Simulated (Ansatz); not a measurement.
PtF₂: single-point calculation

- system: PtF₂, multiplicity 5
- method: UHF-CCSD(T), frozen core/def2-TZVPP (Ansatz 0.2.0)

The geometry comes from this level: PBE-D4/def2-TZVP.

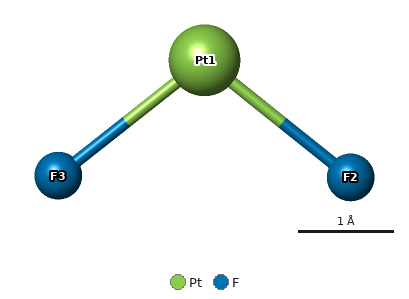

The input geometry (ball-and-stick view, seen on its broad side; atoms are numbered from 1 in the order of the input). Sticks mark near contacts. Bond lengths as drawn: F–Pt 1.97 Å.

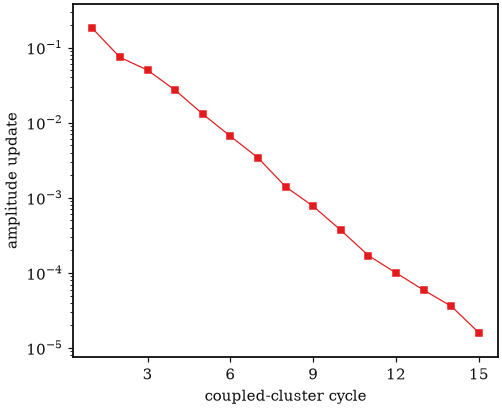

Convergence of the coupled-cluster equations: amplitude update against the coupled-cluster cycle. The residual falls at every step.

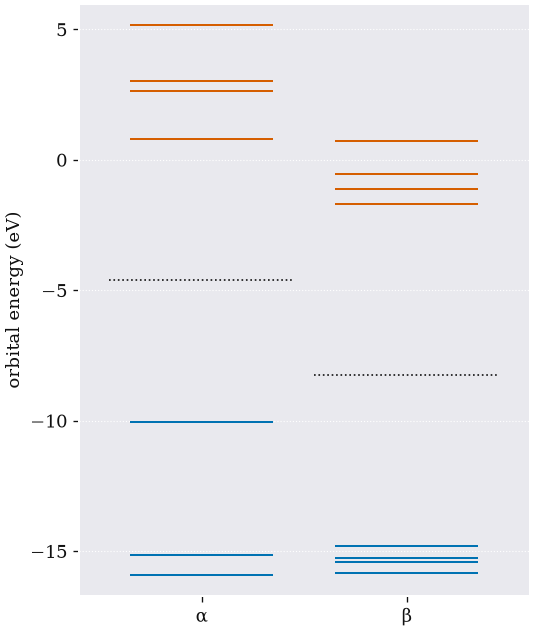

Orbital energies near the frontier for α and β spins; the dotted line parts filled from empty levels, and levels within 0.02 eV of each other stand side by side. α: highest filled −10.05 eV, lowest empty 0.79 eV, 10.84 eV apart; β: highest filled −14.80 eV, lowest empty −1.69 eV, 13.11 eV apart.

The input that produced these results follows, with the program's output.

### The input
```yaml
crystal:
  periodic: [false, false, false]
  atoms:
    - {symbol: Pt, position_ang: [0.730274, 0.039710, 0.370109]}
    - {symbol: F, position_ang: [0.161047, -1.141053, -1.102986]}
    - {symbol: F, position_ang: [-0.891321, 1.101343, 0.732876]}
basis:
  gaussian: {orbitals: def2-TZVPP, initial_orbitals: start.molden}
magnetization: {spin_polarized: true, initial_magnetization: 4}
correlation: {method: ccsd_t}
scf: {omitted_lower_state_checks: [starts, cluster_reference]}
output: {orbitals: {seedname: orbitals}}
```

Command:
```bash
ansatz run in.yaml --threads 4 --pin off --events-out ev --progress --plain --max-ram 3916MiB
```

### Output
```
Functional definition: HF
  name "HF"
  cite "Fock, Z. Phys. 61, 126 (1930) doi:10.1007/BF01340294"
  parent pbe
  exchange = exact_x
  correlation = 0
these checks for a lower state are left out or cut short: starts, cluster_reference
805 factors; integrals over basis functions are off by at most 9.7e-4 eV
mean field evaluation 1: about -8630.9150 eV, gradient 2.0e1 eV
mean field evaluation 2: about -8632.6678 eV, gradient 2.4e0 eV
mean field evaluation 4: about -8632.8035 eV, gradient 7.5e-2 eV
mean field evaluation 8: about -8632.8416 eV, gradient 7.7e-6 eV
mean field evaluation 16: about -8632.8715 eV, gradient 7.9e-1 eV
mean field -8632.96135744 eV, -317.2554782546 hartree, gradient 4.7e-10 eV, S^2 6.024601; 1 other end points of the search recorded, 0 dependent functions left out
2 core orbitals not correlated: weight in the atoms' cores, before any rotation towards them, 1.000 or more for the frozen orbitals, at most 0.000 for the correlated occupied ones
reference -8632.96135744 eV, -317.2554782546 hartree; 18, 14 occupied and 98, 102 virtual orbitals, 805 factors
second order -27.73483671 eV of doubles, -0.00000000 eV of singles
cycle   1  -26.34054191 eV  change     1.4e0 eV  update   1.8e-1
cycle   2  -27.09133038 eV  change   -7.5e-1 eV  update   7.4e-2
cycle   3  -27.31421004 eV  change   -2.2e-1 eV  update   5.0e-2
cycle   4  -27.34033038 eV  change   -2.6e-2 eV  update   2.7e-2
cycle   5  -27.32802835 eV  change    1.2e-2 eV  update   1.3e-2
cycle   6  -27.34557657 eV  change   -1.8e-2 eV  update   6.6e-3
cycle   7  -27.35378335 eV  change   -8.2e-3 eV  update   3.4e-3
cycle   8  -27.35304322 eV  change    7.4e-4 eV  update   1.4e-3
cycle   9  -27.35289540 eV  change    1.5e-4 eV  update   7.7e-4
cycle  10  -27.35316763 eV  change   -2.7e-4 eV  update   3.7e-4
cycle  11  -27.35281369 eV  change    3.5e-4 eV  update   1.7e-4
cycle  12  -27.35306765 eV  change   -2.5e-4 eV  update   1.0e-4
cycle  13  -27.35301781 eV  change    5.0e-5 eV  update   5.9e-5
cycle  14  -27.35307713 eV  change   -5.9e-5 eV  update   3.6e-5
cycle  15  -27.35308291 eV  change   -5.8e-6 eV  update   1.6e-5
perturbative correction -1.01714312 eV, -0.0373793203 hartree
Total energy: -8661.33158348 eV, -318.2980648314 hartree
Checks for a lower state left out: starts, cluster_reference
```

### Results in brief

| quantity | value |
| --- | --- |
| outcome | converged |
| total energy | −8661.3316 eV |
| mean-field energy | −8632.9614 eV |
| CCSD correlation | −27.3531 eV |
| (T) correction | −1.0171 eV |
| T1 diagnostic | 0.032 |
| ⟨S²⟩ | 6.025 |
| SCF solution under orbital rotations | stable |
| HOMO (either spin) | −10.05 eV |
| LUMO (either spin) | −1.69 eV |
| hardware | 4 threads of Intel Xeon, 11 GiB of memory available, shared host |
| wall time | 14 s (CPU time 47 s) |
| peak memory | 1.1 GiB |
